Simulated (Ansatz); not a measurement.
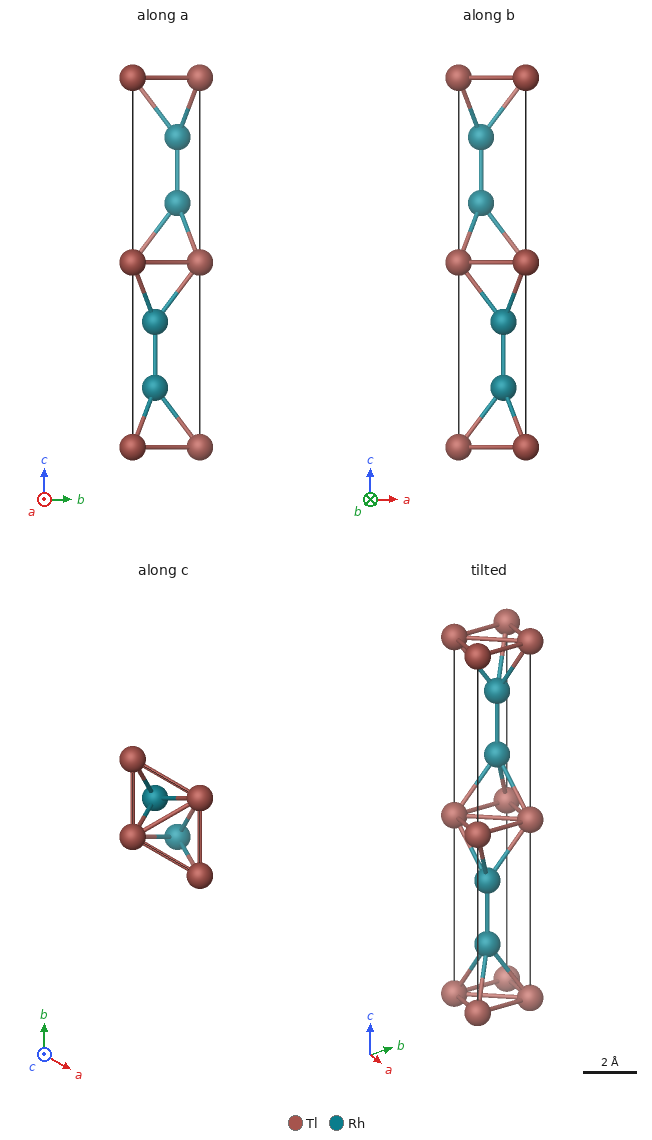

Ball-and-stick representation of a periodic structure, projected along the a axis, along the b axis, along the c axis and slightly off an axis. One conventional unit cell is framed, with atoms on its boundary repeated.

Lattice parameters: a = 2.964 Å, b = 2.964 Å, c = 14.104 Å, α = 90.00°, β = 90.00°, γ = 120.00°.

> Turn the picture into a table of Wyckoff sites, with free fractional coordinates to two decimals.

Space group P6_3/mmc (No. 194).
```json
{"atom": "Tl", "site": "2a", "x": "0.00", "y": "0.00", "z": "0.00"}
{"atom": "Rh", "site": "4f", "x": "0.3333", "y": "0.6667", "z": "0.84"}
```

The cell started as a structure type filled with these elements by a generator (whether the compound takes this form wasn't checked). Relaxation method: DFT PBE, scalar-relativistic, plane waves, PAW in Ansatz.
